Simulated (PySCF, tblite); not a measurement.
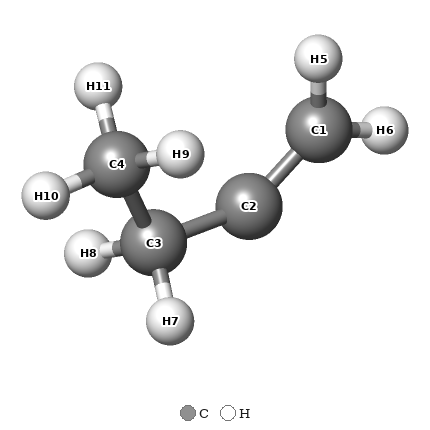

First-order isotropic EPR spectrum (fast tumbling, first derivative) of C₄H₇, SMILES C=[C]CC, doublet at 9.50 GHz, Lorentzian lines of 0.19 mT full width at half height, from computed g and hyperfine couplings (B3LYP/pcH-1 in PySCF 2.14.0, at a GFN2-xTB geometry (a minimum by its frequencies), gas phase); values of one conformer, averaged over methyl-type rotors alone; other conformers aren't averaged in; no vibrational averaging; dilute isotopes left out. The SMILES is one Lewis form and needn't show where the spin sits.

Q: Give g and the hyperfine couplings.

A: g_iso = 2.0022, which centres the spectrum at 339.0 mT; it spans 12.7 mT.

| nuclei | isotope | a (mT) | a (MHz) |
| --- | --- | --- | --- |
| H5 | ¹H | 6.46 | 181.1 |
| H6 | ¹H | 4.25 | 119.2 |
| H7, H8 | ¹H | 0.88 | 24.7 |
| H9, H10, H11 | ¹H | 0.06 | 1.7 |

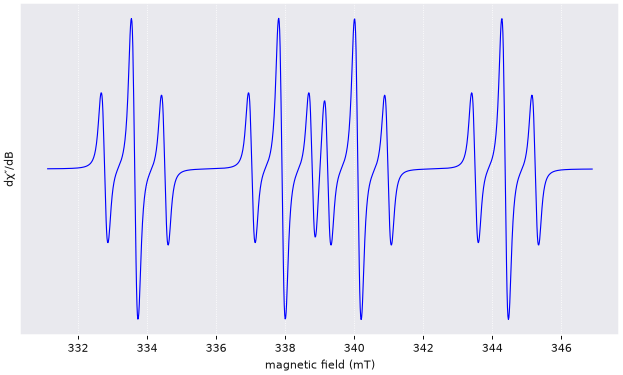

Caveats: the tight-binding geometry is rougher than a DFT one and adds to the error.
